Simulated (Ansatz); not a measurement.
A series of calculations on GaH2Br and related structures

**1. Relaxation**

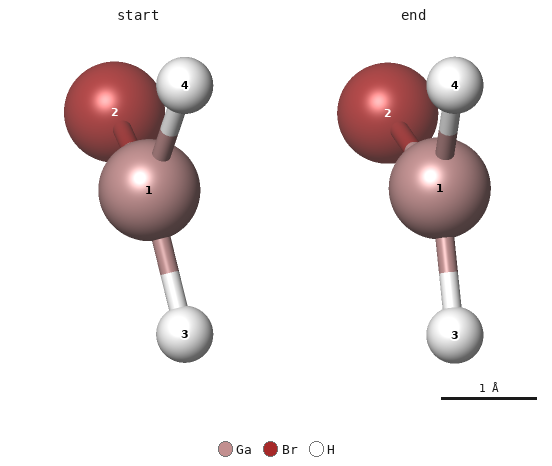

The structure of GaH2Br before (left) and after (right) a relaxation, at one scale.

A ball-and-stick model, seen from a free direction.

It is one of the separated reactants of a reaction.

All numbers below come from RKS PBE0-D4/def2-TZVP (Ansatz).

Input file:
```yaml
crystal:
  periodic: [false, false, false]
  atoms:
    - {symbol: Ga, position_ang: [-0.912831, -0.652781, -0.327371]}
    - {symbol: Br, position_ang: [0.915467, -2.117569, -0.326755]}
    - {symbol: H, position_ang: [-1.318296, -0.144274, -1.748167]}
    - {symbol: H, position_ang: [-1.828924, -0.780715, 0.932039]}
basis:
  gaussian: {orbitals: def2-TZVP}
hamiltonian: {xc: pbe0, dispersion: d4}
relax: {f_tol: 0.005, max_steps: 200}
```

Run as
```bash
ansatz run in.yaml --threads 8 --pin off --events-out ev --progress --plain --max-ram 19148MiB
```

### Describe what moved and what it gained.

Ga1 moves most after the best rigid fit: 0.16 Å. Largest moves by element: Ga 0.16 Å, H 0.06 Å, Br 0.04 Å. Near-neighbour distances that change, for instance: Ga1–Br2 2.343 → 2.294 Å, Ga1–H3 1.563 → 1.557 Å. Over 4 geometry steps the energy falls by 11.0 kJ/mol. Largest force component: 1 eV/Å at the start, 0.00058 eV/Å at the end.

**2. Relaxation**

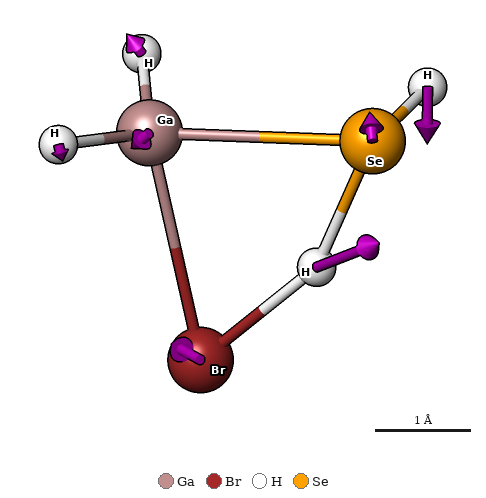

A relaxation of GaH₄SeBr (started from a transition state, displaced along its imaginary mode). The starting structure is drawn; purple arrows show the displacements, at their true length. The two geometries are superimposed by the best rigid fit.

The picture is a ball-and-stick view, seen face on.

All numbers below come from RKS PBE0-D4/def2-TZVP in Ansatz.

Input file:
```yaml
crystal:
  periodic: [false, false, false]
  atoms:
    - {symbol: Ga, position_ang: [-0.912232, -0.356047, -0.245997]}
    - {symbol: Br, position_ang: [1.091003, -1.834091, 0.286858]}
    - {symbol: H, position_ang: [-0.965044, -0.224029, -1.800367]}
    - {symbol: H, position_ang: [-1.994929, -0.727257, 0.807886]}
    - {symbol: H, position_ang: [1.134126, -0.104392, 0.684113]}
    - {symbol: Se, position_ang: [0.546112, 1.414787, 0.784823]}
    - {symbol: H, position_ang: [1.101064, 1.831128, -0.517315]}
basis:
  gaussian: {orbitals: def2-TZVP}
hamiltonian: {xc: pbe0, dispersion: d4}
relax: {f_tol: 0.005, max_steps: 200}
```

Run as
```bash
ansatz run in.yaml --threads 8 --pin off --events-out ev --progress --plain --max-ram 19148MiB
```

> Which element moves most?

Hydrogen: up to 1.28 Å, against 0.68 Å for bromine.

> Describe the change and its energy.

The atom that moves furthest after the best rigid fit is H5 (1.28 Å). By element the largest moves are H 1.28 Å, Br 0.68 Å, Se 0.36 Å, Ga 0.33 Å. Near-neighbour distances that change, for instance: Br2–H5 1.775 → 3.478 Å, Br2–Se6 3.332 → 3.790 Å, Ga1–Br2 2.546 → 2.343 Å, Ga1–Se6 2.515 → 2.715 Å. Bonds break, among them: Br2–H5 (1.78 → 3.48 Å). Among the angles between lasting bonds that change: Ga1–Se6–H5 61.9° → 92.4°, Br2–Ga1–Se6 82.3° → 96.8°, H3–Ga1–Se6 111.6° → 97.3°. Groups turn about Ga1–Se6 by about 45°. The energy falls by 11.1 kcal/mol in 17 accepted moves (19 points after the start). The largest force component goes from 0.65 to 0.0011 eV/Å. The line search rejected the trial steps at points 6, 11 of the run. The forces were under the threshold at step 16, but the run went on from there. Cost: 37 s on 8 threads of Intel Xeon Platinum 8488C, on a shared host.

**3. Reaction**

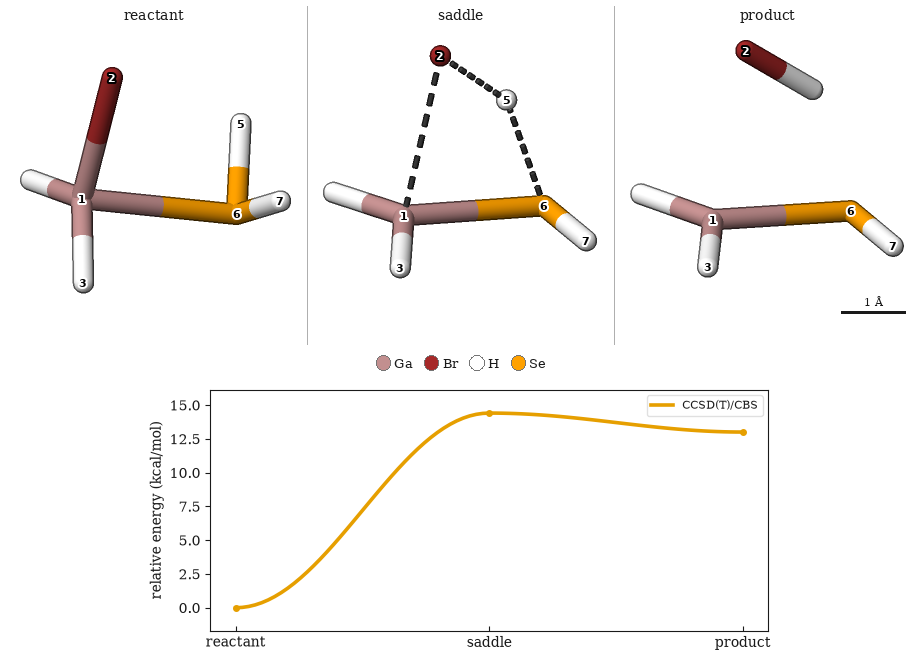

A reaction step of GaH$_{4}$SeBr, with its energy diagram. Style: stick. Shown at a tilt. Dashed sticks mark bonds that form or break.

Stationary points at PBE0-D4/def2-TZVP, single-point energies with CCSD(T)/CBS (def2-TZVPP where no basis is named; Ansatz 0.2.0). The energies are electronic, without zero-point or thermal terms, and both ends are the minima reached downhill from the saddle, with any fragments still in contact. CCSD(T)/CBS stands for a frozen-core estimate: MP2 correlation extrapolated from def2-TZVPP and def2-QZVPP, CCSD(T) minus MP2 from the smaller set.

Q: Describe the step and its energetics.

A: Counted by bonded pieces, the reactant holds GaH₄SeBr and the product holds GaH₃Se + HBr. From the reactant over the saddle to the product, a bond forms: Br–H (3.48 → 1.54 → 1.47 Å). Bonds break: Br–Ga (2.34 → 2.77 → 2.91 Å), H–Se (1.47 → 2.08 → 2.34 Å). Bonds that stay but change much: Ga–Se (2.71 → 2.43 → 2.39 Å). The saddle has one imaginary mode, 76i cm⁻¹. With CCSD(T)/CBS the barrier is 14.4 kcal/mol from the reactant and 1.4 kcal/mol from the product, and the product lies 13.0 kcal/mol above the reactant.
